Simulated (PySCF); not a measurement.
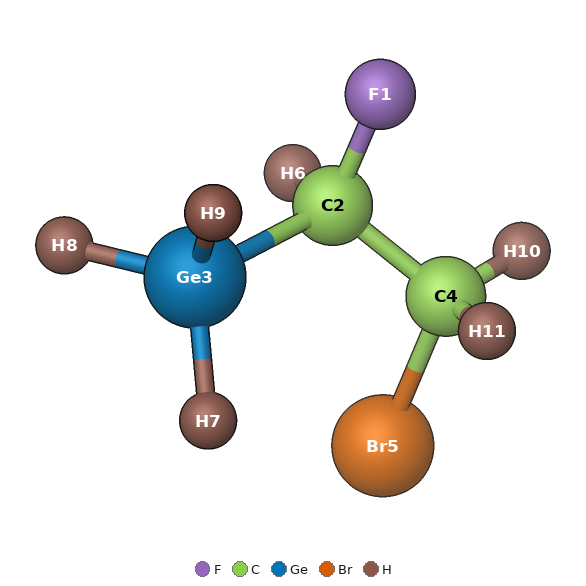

The geometry was computed by an optimisation with GFN2-xTB. No frequency run is at hand to confirm it as a minimum. Method: B3LYP/pcJ-1 (pcSseg-1 on Br) (pcSseg-1 on Ge) indirect spin-spin coupling, non-relativistic, gas phase (PySCF 2.14.0). Isotopes: 13C, 19F, 1H.

Give the spin–spin coupling constants of these pairs, with the number of bonds between them: F1/C2, F1/H6, F1/C4, F1/H7, F1/H10, F1/H9, F1/H8, F1/H11.

```json
{"pair": "F1, C2", "bonds apart": "1", "J (Hz)": "−241.8"}
{"pair": "F1, H6", "bonds apart": "2", "J (Hz)": "54.7"}
{"pair": "F1, C4", "bonds apart": "2", "J (Hz)": "18.8"}
{"pair": "F1, H7", "bonds apart": "3", "J (Hz)": "18.1"}
{"pair": "F1, H10", "bonds apart": "3", "J (Hz)": "10.4"}
{"pair": "F1, H9", "bonds apart": "3", "J (Hz)": "19.8"}
{"pair": "F1, H8", "bonds apart": "3", "J (Hz)": "4.8"}
{"pair": "F1, H11", "bonds apart": "3", "J (Hz)": "3.0"}
```

Density functionals are unreliable for couplings to fluorine, so those rows may be far off.

The geometry is semi-empirical. Around Br, Ge such bond lengths and angles can be off by a tenth of an ångström or more and by several degrees, and values that hang on the shape move with them.
